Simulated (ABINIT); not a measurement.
# InBiS3 (Pm-3m): zone-centre phonons, part 3 of 4

Aim: the zone-centre modes of InBiS3 (Pm-3m).

ABINIT 10.8.3; DFT LDA, scalar-relativistic, plane waves, HGH norm-conserving pseudopotentials.

So far. Step 6 (Self-consistent run for the response): The cell stands at -0.51 GPa: the relaxation ran with a smoothed and higher cutoff, and the difference is a stress of the finite basis. Step 7 (Zone-centre response): The acoustic modes at Γ come out as far as 1.7 cm⁻¹ from zero, where they should vanish, a small numerical error. The lowest optical mode is imaginary, 177i cm⁻¹, an instability at this level and on this k mesh. The relaxed cell has a = 4.813 Å (conventional setting).

The structure was built from a prototype and need not be the compound's stable phase.

### 8. Modes with the sum rule

anaddb reads the merged derivatives and imposes the acoustic sum rule.

Contents of anaddb.abi:

```
ddb_filepath "gamma_DDB"
output_file "anaddb.abo"
outdata_prefix "anaddb"
asr 1
chneut 1
enunit 2
eivec 1
nph1l 1
qph1l 0.0 0.0 0.0 1.0
```

Contents of mrgddb.in:

```
gamma_DDB
merged
2
dfpt_gammao_DDB
gso_DDB
```

Launch:

```bash
$ mrgddb < mrgddb.in > mrgddb.log
$ OMP_NUM_THREADS=1 anaddb anaddb.abi > anaddb.log
```

anaddb.abo, the main output file:

```text
-outvars_anaddb: echo values of input variables ----------------------

 Miscellaneous information :
      enunit         2
       eivec         1
         asr         1
 First list of wavevector (reduced coord.) :
       nph1l         1
       qph1l
                     0.00000000E+00  0.00000000E+00  0.00000000E+00    1.000E+00

================================================================================

 read the DDB information and perform some checks

  ==== Info on the Cryst% object ====
 Real(R)+Recip(G) space primitive vectors, cartesian coordinates (Bohr,Bohr^-1):
 R(1)=  9.0952445  0.0000000  0.0000000  G(1)=  0.1099476  0.0000000  0.0000000
 R(2)=  0.0000000  9.0952445  0.0000000  G(2)=  0.0000000  0.1099476  0.0000000
 R(3)=  0.0000000  0.0000000  9.0952445  G(3)=  0.0000000  0.0000000  0.1099476
 Unit cell volume ucvol=  7.5239021E+02 bohr^3
 Angles (23,13,12)=  9.00000000E+01  9.00000000E+01  9.00000000E+01 degrees
 Time-reversal symmetry is present
 Reduced atomic positions [iatom, xred, symbol]:
    1)    0.0000000  0.0000000  0.0000000  Bi
    2)    0.5000000  0.5000000  0.5000000  In
    3)    0.5000000  0.5000000  0.0000000   S
    4)    0.5000000  0.0000000  0.5000000   S
    5)    0.0000000  0.5000000  0.5000000   S

 DDB file with 3 blocks has been read.

================================================================================

 Treat the first list of vectors

  Phonon wavevector (reduced coordinates) :  0.00000  0.00000  0.00000
 Phonon energies in Hartree :
  -8.062138E-04 -8.062138E-04 -8.062138E-04 -8.014814E-04 -8.014814E-04
  -8.014814E-04 -1.494505E-08 -1.479127E-08 -1.432014E-08  1.042213E-04
   1.042213E-04  1.042213E-04  1.758617E-03  1.758617E-03  1.758617E-03
 Phonon energies in meV     :
- -2.193819E+01 -2.193819E+01 -2.193819E+01 -2.180942E+01 -2.180942E+01
- -2.180942E+01 -4.066755E-04 -4.024911E-04 -3.896709E-04  2.836007E+00
-  2.836007E+00  2.836007E+00  4.785441E+01  4.785441E+01  4.785441E+01
 Phonon frequencies in cm-1    :
- -1.769435E+02 -1.769435E+02 -1.769435E+02 -1.759048E+02 -1.759048E+02
- -1.759048E+02 -3.280059E-03 -3.246309E-03 -3.142908E-03  2.287394E+01
-  2.287394E+01  2.287394E+01  3.859719E+02  3.859719E+02  3.859719E+02
 Phonon frequencies in Thz     :
- -5.304632E+00 -5.304632E+00 -5.304632E+00 -5.273494E+00 -5.273494E+00
- -5.273494E+00 -9.833371E-05 -9.732191E-05 -9.422201E-05  6.857433E-01
-  6.857433E-01  6.857433E-01  1.157115E+01  1.157115E+01  1.157115E+01
 Phonon energies in Kelvin  :
- -2.545822E+02 -2.545822E+02 -2.545822E+02 -2.530878E+02 -2.530878E+02
- -2.530878E+02 -4.719274E-03 -4.670715E-03 -4.521943E-03  3.291049E+01
-  3.291049E+01  3.291049E+01  5.553274E+02  5.553274E+02  5.553274E+02

 Eigendisplacements
 (will be given, for each mode : in cartesian coordinates
   for each atom the real part of the displacement vector,
   then the imaginary part of the displacement vector - absolute values smaller than 1.0d-7 are set to zero)
  Mode number    1   Energy   -8.062138E-04
 Attention : low frequency mode.
   (Could be unstable or acoustic mode)
-  1  0.00000000E+00  0.00000000E+00  0.00000000E+00
-     0.00000000E+00  0.00000000E+00  0.00000000E+00
-  2  0.00000000E+00  0.00000000E+00  0.00000000E+00
-     0.00000000E+00  0.00000000E+00  0.00000000E+00
-  3  0.00000000E+00  0.00000000E+00  0.00000000E+00
-     0.00000000E+00  0.00000000E+00  0.00000000E+00
-  4  0.00000000E+00  0.00000000E+00 -2.92470830E-03
-     0.00000000E+00  0.00000000E+00  0.00000000E+00
-  5  0.00000000E+00  0.00000000E+00  2.92470830E-03
-     0.00000000E+00  0.00000000E+00  0.00000000E+00
  Mode number    2   Energy   -8.062138E-04
 Attention : low frequency mode.
   (Could be unstable or acoustic mode)
-  1  0.00000000E+00  0.00000000E+00  0.00000000E+00
-     0.00000000E+00  0.00000000E+00  0.00000000E+00
-  2  0.00000000E+00  0.00000000E+00  0.00000000E+00
-     0.00000000E+00  0.00000000E+00  0.00000000E+00
-  3  0.00000000E+00 -2.92470830E-03  0.00000000E+00
-     0.00000000E+00  0.00000000E+00  0.00000000E+00
-  4  0.00000000E+00  0.00000000E+00  0.00000000E+00
-     0.00000000E+00  0.00000000E+00  0.00000000E+00
-  5  0.00000000E+00  2.92470830E-03  0.00000000E+00
-     0.00000000E+00  0.00000000E+00  0.00000000E+00
  Mode number    3   Energy   -8.062138E-04
 Attention : low frequency mode.
   (Could be unstable or acoustic mode)
-  1  0.00000000E+00  0.00000000E+00  0.00000000E+00
-     0.00000000E+00  0.00000000E+00  0.00000000E+00
-  2  0.00000000E+00  0.00000000E+00  0.00000000E+00
-     0.00000000E+00  0.00000000E+00  0.00000000E+00
-  3  2.92470830E-03  0.00000000E+00  0.00000000E+00
-     0.00000000E+00  0.00000000E+00  0.00000000E+00
-  4 -2.92470830E-03  0.00000000E+00  0.00000000E+00
-     0.00000000E+00  0.00000000E+00  0.00000000E+00
-  5  0.00000000E+00  0.00000000E+00  0.00000000E+00
-     0.00000000E+00  0.00000000E+00  0.00000000E+00
  Mode number    4   Energy   -8.014814E-04
 Attention : low frequency mode.
   (Could be unstable or acoustic mode)
-  1  0.00000000E+00  0.00000000E+00 -7.30630505E-04
-     0.00000000E+00  0.00000000E+00  0.00000000E+00
-  2  0.00000000E+00  0.00000000E+00 -2.15552988E-04
-     0.00000000E+00  0.00000000E+00  0.00000000E+00
-  3  0.00000000E+00  0.00000000E+00  3.71477780E-04
-     0.00000000E+00  0.00000000E+00  0.00000000E+00
-  4  0.00000000E+00  0.00000000E+00  2.58112904E-03
-     0.00000000E+00  0.00000000E+00  0.00000000E+00
-  5  0.00000000E+00  0.00000000E+00  2.58112904E-03
-     0.00000000E+00  0.00000000E+00  0.00000000E+00
  Mode number    5   Energy   -8.014814E-04
 Attention : low frequency mode.
   (Could be unstable or acoustic mode)
-  1  0.00000000E+00  7.30630505E-04  0.00000000E+00
-     0.00000000E+00  0.00000000E+00  0.00000000E+00
-  2  0.00000000E+00  2.15552988E-04  0.00000000E+00
-     0.00000000E+00  0.00000000E+00  0.00000000E+00
-  3  0.00000000E+00 -2.58112904E-03  0.00000000E+00
-     0.00000000E+00  0.00000000E+00  0.00000000E+00
-  4  0.00000000E+00 -3.71477780E-04  0.00000000E+00
-     0.00000000E+00  0.00000000E+00  0.00000000E+00
-  5  0.00000000E+00 -2.58112904E-03  0.00000000E+00
-     0.00000000E+00  0.00000000E+00  0.00000000E+00
  Mode number    6   Energy   -8.014814E-04
 Attention : low frequency mode.
   (Could be unstable or acoustic mode)
-  1  7.30630505E-04  0.00000000E+00  0.00000000E+00
-     0.00000000E+00  0.00000000E+00  0.00000000E+00
-  2  2.15552988E-04  0.00000000E+00  0.00000000E+00
-     0.00000000E+00  0.00000000E+00  0.00000000E+00
-  3 -2.58112904E-03  0.00000000E+00  0.00000000E+00
-     0.00000000E+00  0.00000000E+00  0.00000000E+00
-  4 -2.58112904E-03  0.00000000E+00  0.00000000E+00
-     0.00000000E+00  0.00000000E+00  0.00000000E+00
-  5 -3.71477780E-04  0.00000000E+00  0.00000000E+00
-     0.00000000E+00  0.00000000E+00  0.00000000E+00
  Mode number    7   Energy   -1.494505E-08
 Attention : low frequency mode.
   (Could be unstable or acoustic mode)
-  1  0.00000000E+00  0.00000000E+00  1.14304516E-03
-     0.00000000E+00  0.00000000E+00  0.00000000E+00
-  2  0.00000000E+00  0.00000000E+00  1.14255975E-03
-     0.00000000E+00  0.00000000E+00  0.00000000E+00
-  3  0.00000000E+00  0.00000000E+00  1.14265898E-03
-     0.00000000E+00  0.00000000E+00  0.00000000E+00
-  4  0.00000000E+00  0.00000000E+00  1.14294826E-03
-     0.00000000E+00  0.00000000E+00  0.00000000E+00
-  5  0.00000000E+00  0.00000000E+00  1.14294826E-03
-     0.00000000E+00  0.00000000E+00  0.00000000E+00
  Mode number    8   Energy   -1.479127E-08
 Attention : low frequency mode.
   (Could be unstable or acoustic mode)
-  1  0.00000000E+00  1.14304516E-03  0.00000000E+00
-     0.00000000E+00  0.00000000E+00  0.00000000E+00
-  2  0.00000000E+00  1.14255975E-03  0.00000000E+00
-     0.00000000E+00  0.00000000E+00  0.00000000E+00
-  3  0.00000000E+00  1.14294826E-03  0.00000000E+00
-     0.00000000E+00  0.00000000E+00  0.00000000E+00
-  4  0.00000000E+00  1.14265898E-03  0.00000000E+00
-     0.00000000E+00  0.00000000E+00  0.00000000E+00
-  5  0.00000000E+00  1.14294826E-03  0.00000000E+00
-     0.00000000E+00  0.00000000E+00  0.00000000E+00
  Mode number    9   Energy   -1.432014E-08
 Attention : low frequency mode.
   (Could be unstable or acoustic mode)
-  1  1.14304516E-03  0.00000000E+00  0.00000000E+00
-     0.00000000E+00  0.00000000E+00  0.00000000E+00
-  2  1.14255975E-03  0.00000000E+00  0.00000000E+00
-     0.00000000E+00  0.00000000E+00  0.00000000E+00
-  3  1.14294826E-03  0.00000000E+00  0.00000000E+00
-     0.00000000E+00  0.00000000E+00  0.00000000E+00
-  4  1.14294826E-03  0.00000000E+00  0.00000000E+00
-     0.00000000E+00  0.00000000E+00  0.00000000E+00
-  5  1.14265898E-03  0.00000000E+00  0.00000000E+00
-     0.00000000E+00  0.00000000E+00  0.00000000E+00
  Mode number   10   Energy    1.042213E-04
-  1  0.00000000E+00  0.00000000E+00 -8.85368092E-04
-     0.00000000E+00  0.00000000E+00  0.00000000E+00
-  2  0.00000000E+00  0.00000000E+00  1.67764937E-03
-     0.00000000E+00  0.00000000E+00  0.00000000E+00
-  3  0.00000000E+00  0.00000000E+00  1.04819968E-03
-     0.00000000E+00  0.00000000E+00  0.00000000E+00
-  4  0.00000000E+00  0.00000000E+00 -6.41256292E-04
-     0.00000000E+00  0.00000000E+00  0.00000000E+00
-  5  0.00000000E+00  0.00000000E+00 -6.41256292E-04
-     0.00000000E+00  0.00000000E+00  0.00000000E+00
  Mode number   11   Energy    1.042213E-04
-  1  0.00000000E+00 -8.85368092E-04  0.00000000E+00
-     0.00000000E+00  0.00000000E+00  0.00000000E+00
-  2  0.00000000E+00  1.67764937E-03  0.00000000E+00
-     0.00000000E+00  0.00000000E+00  0.00000000E+00
-  3  0.00000000E+00 -6.41256292E-04  0.00000000E+00
-     0.00000000E+00  0.00000000E+00  0.00000000E+00
-  4  0.00000000E+00  1.04819968E-03  0.00000000E+00
-     0.00000000E+00  0.00000000E+00  0.00000000E+00
-  5  0.00000000E+00 -6.41256292E-04  0.00000000E+00
-     0.00000000E+00  0.00000000E+00  0.00000000E+00
  Mode number   12   Energy    1.042213E-04
-  1  8.85368092E-04  0.00000000E+00  0.00000000E+00
-     0.00000000E+00  0.00000000E+00  0.00000000E+00
-  2 -1.67764937E-03  0.00000000E+00  0.00000000E+00
-     0.00000000E+00  0.00000000E+00  0.00000000E+00
-  3  6.41256292E-04  0.00000000E+00  0.00000000E+00
-     0.00000000E+00  0.00000000E+00  0.00000000E+00
-  4  6.41256292E-04  0.00000000E+00  0.00000000E+00
-     0.00000000E+00  0.00000000E+00  0.00000000E+00
-  5 -1.04819968E-03  0.00000000E+00  0.00000000E+00
-     0.00000000E+00  0.00000000E+00  0.00000000E+00
  Mode number   13   Energy    1.758617E-03
-  1  0.00000000E+00  0.00000000E+00  2.79460436E-05
-     0.00000000E+00  0.00000000E+00  0.00000000E+00
-  2  0.00000000E+00  0.00000000E+00  7.81872755E-04
-     0.00000000E+00  0.00000000E+00  0.00000000E+00
-  3  0.00000000E+00  0.00000000E+00 -3.81647080E-03
-     0.00000000E+00  0.00000000E+00  0.00000000E+00
-  4  0.00000000E+00  0.00000000E+00  4.17314219E-04
-     0.00000000E+00  0.00000000E+00  0.00000000E+00
-  5  0.00000000E+00  0.00000000E+00  4.17314219E-04
-     0.00000000E+00  0.00000000E+00  0.00000000E+00
  Mode number   14   Energy    1.758617E-03
-  1  0.00000000E+00 -2.79460436E-05  0.00000000E+00
-     0.00000000E+00  0.00000000E+00  0.00000000E+00
-  2  0.00000000E+00 -7.81872755E-04  0.00000000E+00
-     0.00000000E+00  0.00000000E+00  0.00000000E+00
-  3  0.00000000E+00 -4.17314219E-04  0.00000000E+00
-     0.00000000E+00  0.00000000E+00  0.00000000E+00
-  4  0.00000000E+00  3.81647080E-03  0.00000000E+00
-     0.00000000E+00  0.00000000E+00  0.00000000E+00
-  5  0.00000000E+00 -4.17314219E-04  0.00000000E+00
-     0.00000000E+00  0.00000000E+00  0.00000000E+00
  Mode number   15   Energy    1.758617E-03
-  1  2.79460436E-05  0.00000000E+00  0.00000000E+00
-     0.00000000E+00  0.00000000E+00  0.00000000E+00
-  2  7.81872755E-04  0.00000000E+00  0.00000000E+00
-     0.00000000E+00  0.00000000E+00  0.00000000E+00
-  3  4.17314219E-04  0.00000000E+00  0.00000000E+00
-     0.00000000E+00  0.00000000E+00  0.00000000E+00
-  4  4.17314219E-04  0.00000000E+00  0.00000000E+00
-     0.00000000E+00  0.00000000E+00  0.00000000E+00
-  5 -3.81647080E-03  0.00000000E+00  0.00000000E+00
-     0.00000000E+00  0.00000000E+00  0.00000000E+00

 Analysis of degeneracies and characters (maximum tolerance=1.00E-06 a.u.)
 For each vibration mode, or group of modes if degenerate,
 the characters are given for each symmetry operation (see the list in the log file).
 Symmetry characters of vibration mode #   1
       degenerate with vibration modes #   2 to    3
  3.0 -3.0 -1.0  1.0 -1.0  1.0 -1.0  1.0 -1.0  1.0  1.0 -1.0 -1.0  1.0  1.0 -1.0
 -0.0  0.0 -0.0  0.0  0.0 -0.0  0.0 -0.0 -1.0  1.0  1.0 -1.0  1.0 -1.0 -1.0  1.0
 -0.0  0.0  0.0 -0.0  0.0 -0.0 -0.0  0.0 -1.0  1.0 -1.0  1.0  1.0 -1.0  1.0 -1.0
 Symmetry characters of vibration mode #   4
       degenerate with vibration modes #   5 to    6
  3.0 -3.0 -1.0  1.0 -1.0  1.0 -1.0  1.0  1.0 -1.0 -1.0  1.0  1.0 -1.0 -1.0  1.0
  0.0 -0.0  0.0 -0.0 -0.0  0.0 -0.0  0.0  1.0 -1.0 -1.0  1.0 -1.0  1.0  1.0 -1.0
  0.0 -0.0 -0.0  0.0 -0.0  0.0  0.0 -0.0  1.0 -1.0  1.0 -1.0 -1.0  1.0 -1.0  1.0
 Symmetry characters of vibration mode #   7
       degenerate with vibration modes #   8 to    9
  3.0 -3.0 -1.0  1.0 -1.0  1.0 -1.0  1.0  1.0 -1.0 -1.0  1.0  1.0 -1.0 -1.0  1.0
 -0.0  0.0 -0.0  0.0  0.0 -0.0  0.0 -0.0  1.0 -1.0 -1.0  1.0 -1.0  1.0  1.0 -1.0
 -0.0  0.0  0.0 -0.0  0.0 -0.0 -0.0  0.0  1.0 -1.0  1.0 -1.0 -1.0  1.0 -1.0  1.0
 Symmetry characters of vibration mode #  10
       degenerate with vibration modes #  11 to   12
  3.0 -3.0 -1.0  1.0 -1.0  1.0 -1.0  1.0  1.0 -1.0 -1.0  1.0  1.0 -1.0 -1.0  1.0
  0.0 -0.0  0.0 -0.0 -0.0  0.0 -0.0  0.0  1.0 -1.0 -1.0  1.0 -1.0  1.0  1.0 -1.0
  0.0 -0.0 -0.0  0.0 -0.0  0.0  0.0 -0.0  1.0 -1.0  1.0 -1.0 -1.0  1.0 -1.0  1.0
 Symmetry characters of vibration mode #  13
       degenerate with vibration modes #  14 to   15
  3.0 -3.0 -1.0  1.0 -1.0  1.0 -1.0  1.0  1.0 -1.0 -1.0  1.0  1.0 -1.0 -1.0  1.0
  0.0 -0.0  0.0 -0.0 -0.0  0.0 -0.0  0.0  1.0 -1.0 -1.0  1.0 -1.0  1.0  1.0 -1.0
  0.0 -0.0 -0.0  0.0 -0.0  0.0  0.0 -0.0  1.0 -1.0  1.0 -1.0 -1.0  1.0 -1.0  1.0
-
```

Wall time 0.51 s (1 thread of Arm Neoverse V1, shared host).

No LO-TO term; unit eigenvectors of the mass-weighted matrix, from anaddb's displacements. Modes at Γ, with each element's share of the kinetic energy (negative means imaginary):

```csv
mode,frequency (cm⁻¹),Bi %,In %,S %
1,-176.9,0,0,100
2,-176.9,0,0,100
3,-176.9,0,0,100
4,-175.9,20,1,79
5,-175.9,20,1,79
6,-175.9,20,1,79
7,0.0,50,27,23
8,0.0,50,27,23
9,0.0,50,27,23
10,22.9,30,59,11
11,22.9,30,59,11
12,22.9,30,59,11
13,386.0,0,13,87
14,386.0,0,13,87
15,386.0,0,13,87
```

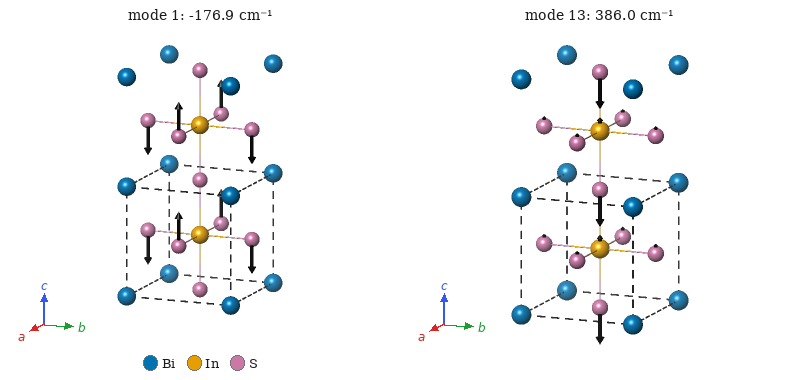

Displacement patterns of modes 1 and 13 at Γ; arrows are exaggerated. 1×1×2 cells are drawn. Some periodic images of atoms are drawn too.

The rule moves no optical mode by more than 0.1 cm⁻¹.

(Continued in part 4 of 4.)

[Host names and launcher messages were left out of these logs when they were recorded.]

[Logs are printed without paths, hosts, clocks, repeated set-up lines and the standing remarks that a program may print on its own settings, such as how far it seeks lower states.]

[Hosts, paths, dates, database ids (printed as entryN), source tags and the programs' standing remarks are cut or masked in the printed files.]
